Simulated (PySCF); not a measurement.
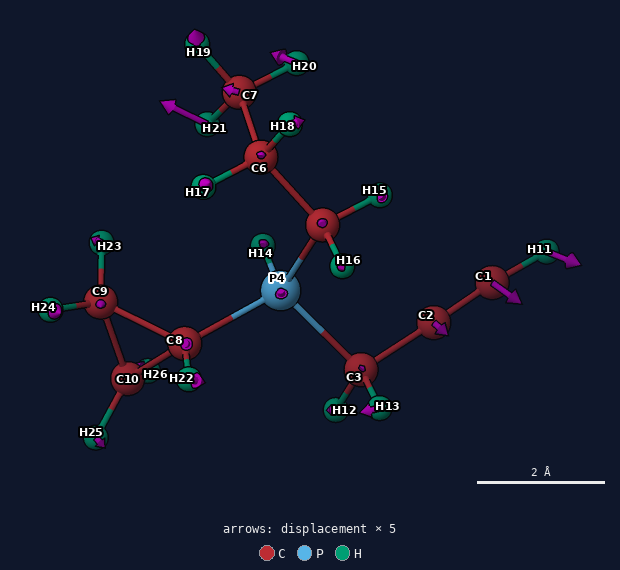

This is a relaxation of C₉H₁₆P (charge +1). The starting structure is drawn; purple arrows show the displacements, 5 times their true length. The two geometries are superimposed by the best rigid fit.

The picture is a ball-and-stick view, seen at a tilt.

The start comes from GFN2-xTB. Its atoms were then displaced at random by about 0.01 Å.

These are results of PySCF, PBE0-D3(BJ)/def2-SVP geometry optimisation, gas phase, not measurements. 

> What did the optimiser do to the structure, and how much energy did it gain?

The energy falls by 4.83 kcal/mol in 8 geometry steps. An H atom moves most after the best rigid fit: 0.18 Å. Largest moves by element: H 0.18 Å, C 0.12 Å, P 0.05 Å. Some distances before and after: C–H 1.047 → 1.094 Å, C–H 1.073 → 1.104 Å, C–P 1.855 → 1.824 Å, C–P 1.779 → 1.806 Å. Among the angles between lasting bonds that change: C–C–H 175.0° → 178.6°, C–C–P 107.0° → 110.3°, C–C–H 109.9° → 112.7°. The run took 5.1 min on 1 thread of Arm Neoverse V1, with other jobs on the host.
